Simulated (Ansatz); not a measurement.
# Effect of 2 layers on Ca

Base system: Ca in the fcc (Cu type) structure (space group Fm-3m, No. 225; a = 5.568 Å). Axes: x, y, z lie along the cube axes.

Modification: a free-standing slab of 2 layers (2 atoms, 1 a layer) is cut normal to [111], with 15 Å of vacuum and the in-plane cell held at bulk.

Calculations: r2SCAN, PAW, 500 eV (Ansatz, an electronic-structure program; no SOC). Γ-centred 14×14×1 mesh, Fermi–Dirac width 0.05 eV, for the changed cell.

| quantity | base | changed | shift |
|---|---|---|---|
| layer's space group (with vacuum) | – | P-3m1 (No. 164) | – |
| shortest interatomic distance | 3.937 Å | 3.787 Å | -0.150 Å |
| band gap | zero | zero | – |
| excess energy per area of both faces (slab less bulk energy over the cell's area: twice a surface energy) | – | 0.99 J/m² | – |
| thickness between the outermost nuclei | – | 3.03 Å | – |

Final structure:

```yaml
crystal:
  lattice:
    - [3.93749, 0.00000, 0.00000]
    - [1.96875, 3.40997, 0.00000]
    - [0.00000, 0.00000, 18.21495]
  atoms:
    - { symbol: Ca, position: [0.33333, 0.83333, 0.41685] }
    - { symbol: Ca, position: [0.00000, 0.50000, 0.58315] }
```

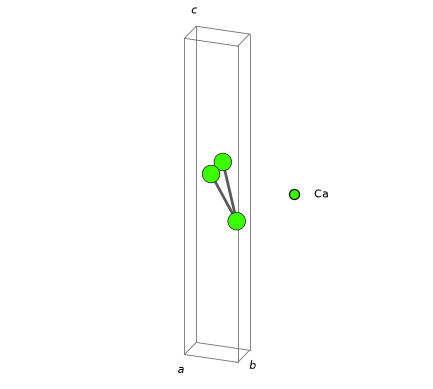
Fig. 1. The relaxed cell after the change

Cost of the whole job for the changed cell (relaxation, final SCF and bands): roughly 70 core-seconds.

The excess energy carries the mismatch between the slab's and the bulk's meshes. Whether these cells are dynamically stable was not tested.
